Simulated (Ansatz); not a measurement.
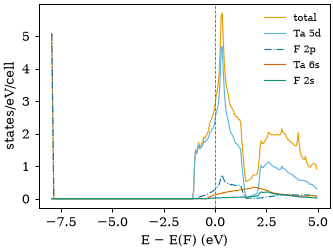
*Total and projected density of states of TaF₃ (ReO3 type, Pm-3m), LDA (plane waves, PAW; program Ansatz)*

Which orbitals carry the states next to the Fermi level?

Within 0.5 eV of the Fermi level: Ta 5d 84 %, F 2p 11 %. Projections are on Löwdin-orthogonalised atomic valence shells; empty p or d shells of many metals are not among them.

The workflow started from an entry of the Crystallography Open Database (COD). Its standing as an ambient phase is unchecked. Symmetry was held in the LDA relaxation. At this level the phase is mechanically unstable. The run is not spin-polarised. Scalar-relativistic: spin–orbit coupling is off unless named, which matters more the heavier the elements.

Potentials: the later of the program's two PAW sets.
